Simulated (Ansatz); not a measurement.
# H3Si2 (charge −1): what the fields show

The calculation's input:

```
crystal:
  periodic: [false, false, false]
  atoms:
    - {symbol: Si, position_ang: [1.649615, 0.100224, 0.445514]}
    - {symbol: Si, position_ang: [-0.331568, -0.166249, -0.441538]}
    - {symbol: H, position_ang: [0.975572, 0.681410, 1.704558]}
    - {symbol: H, position_ang: [-1.707519, 0.136359, 0.100644]}
    - {symbol: H, position_ang: [-0.586100, -0.751745, -1.809187]}
basis:
  gaussian: {orbitals: def2-TZVPD, initial_orbitals: start.molden}
total_charge: -1
hamiltonian: {xc: pbe0, dispersion: d4}
output: {orbitals: {seedname: orbitals}}
```

Launched as:

```sh
ansatz run in.yaml --threads 4 --pin off --events-out ev --progress --plain --max-ram 3916MiB
```

Geometry: PBE0-D4/def2-TZVPD.

Computed with Ansatz, RKS PBE0-D4/def2-TZVPD.

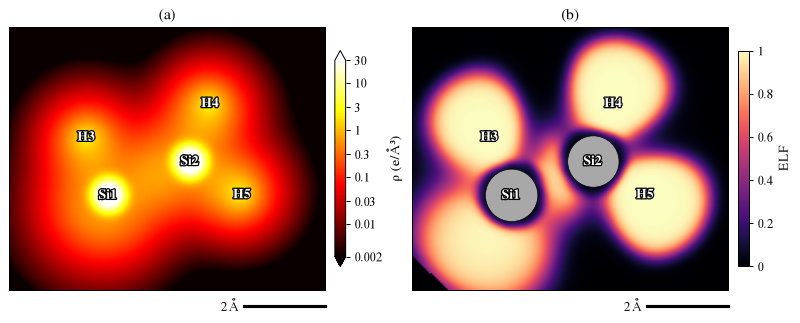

Figure 1. (a) total electron density; (b) ELF on the molecular plane. Grey discs cover the atomic cores in the ELF map.

### What do the fields say about this system?

The section cuts through Si and H sites. Si–Si (2.19 Å): ρ is about 0.66 e/Å³ halfway; the ELF peaks at about 0.90 between the atoms, as expected for a covalent bond. Si–H (1.51 Å): the density is about 0.74 e/Å³ at the midpoint; the ELF climbs to about 1 towards the hydrogen, as it does in any bond to H. The ELF also peaks beside Si1, away from the bonds: lone-pair regions.

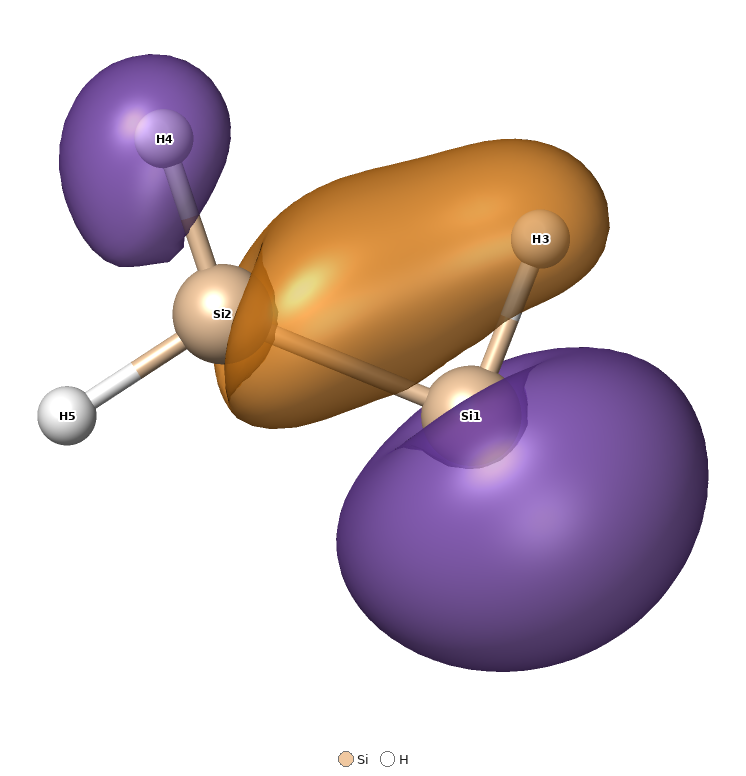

Figure 2. The HOMO−1 at ±0.1 Å⁻³ᐟ² (orange and purple are the two phases), seen across its widest extent.

### Describe this orbital and give its energy.

It lies mainly on Si1 (about 70 %), Si2 (about 15 %) and H3 (about 5 %); it is symmetric in the molecular plane (an in-plane orbital: σ, lone-pair or in-plane π type). Its energy is −1.22 eV.

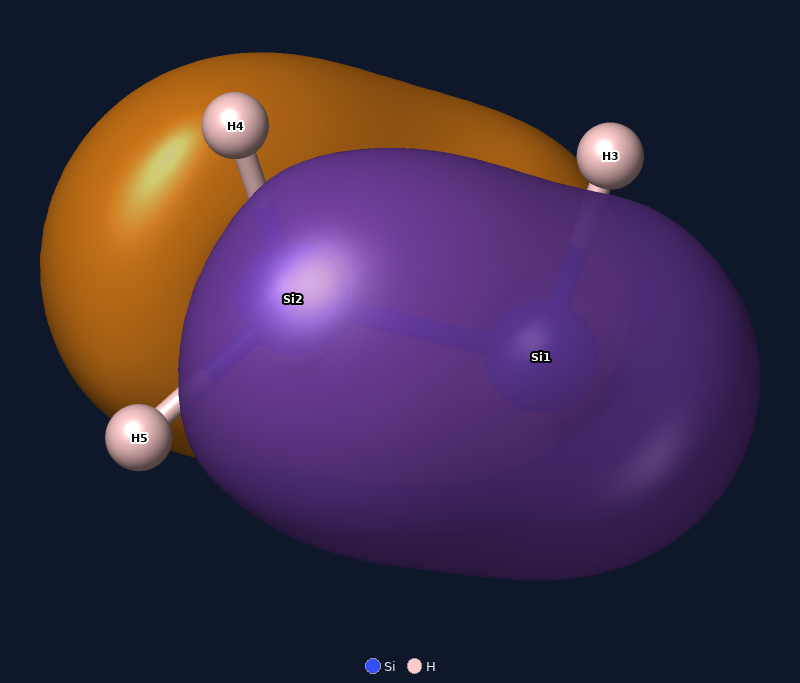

Figure 3. The HOMO at ±0.08 Å⁻³ᐟ² (orange and purple are the two phases), seen at a tilt.

### Where does this orbital lie, and at what energy?

It lies mainly on Si2 (about 50 %) and Si1 (about 40 %); it changes sign across the molecular plane (π type); π-bonding across Si1–Si2. Its energy is −0.40 eV.
